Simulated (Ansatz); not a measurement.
Consider ZrS2 in the CdI2 type structure (space group P-3m1, No. 164; a = 3.578 Å, c = 5.540 Å; layered, stacked along the Cartesian z axis). Axes: x lies along a and z along c of the hexagonal cell.

The change: biaxial strain +1.00 %, plane normal [001], relaxed out of plane (Cartesian); in-plane vectors clamped, the third vector and the atoms free.

All numbers come from PBEsol-D3(BJ) (Ansatz, a quantum-chemistry and plane-wave program), no SOC.

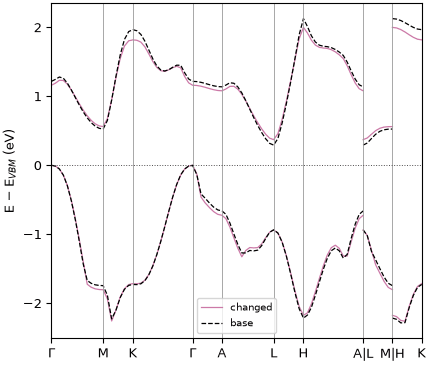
*Highest valence and lowest conduction band along the path, each from its own valence-band maximum*

Task: From the figure, how large is the changed gap, and is it direct?

Result: About 0.4 eV, indirect, Γ → L.

No phonon test of stability was made.
